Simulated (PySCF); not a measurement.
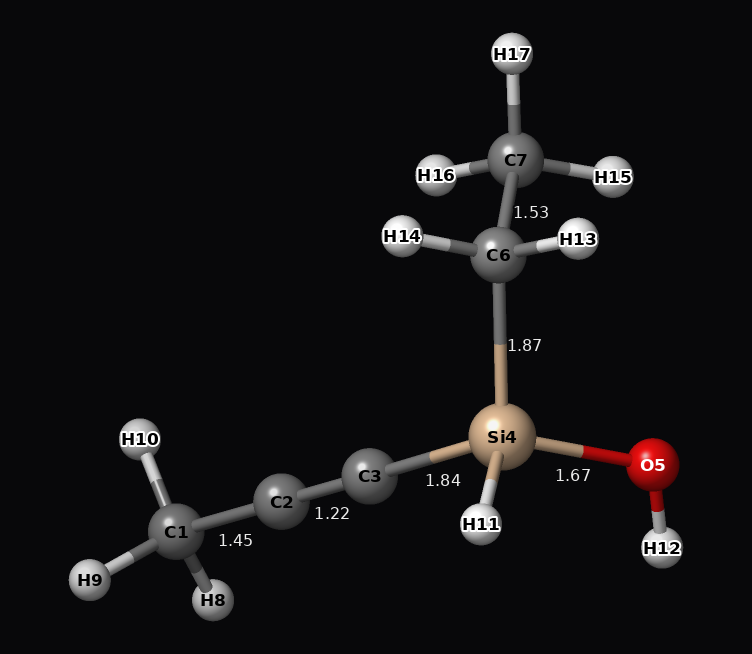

Bond lengths are marked in Å; every bond is drawn as one stick. The geometry was computed by an optimisation with PBE0-D3(BJ)/def2-SVP. No frequency run is at hand to confirm it as a minimum.

Q: Which of the marked bonds are single, double, triple or aromatic?

A: C1–C2 single; C2–C3 triple; C3–Si4 single; Si4–O5 single; Si4–C6 single; C6–C7 single.

Q: Write the SMILES.

A: CC#C[Si@@H](O)CC
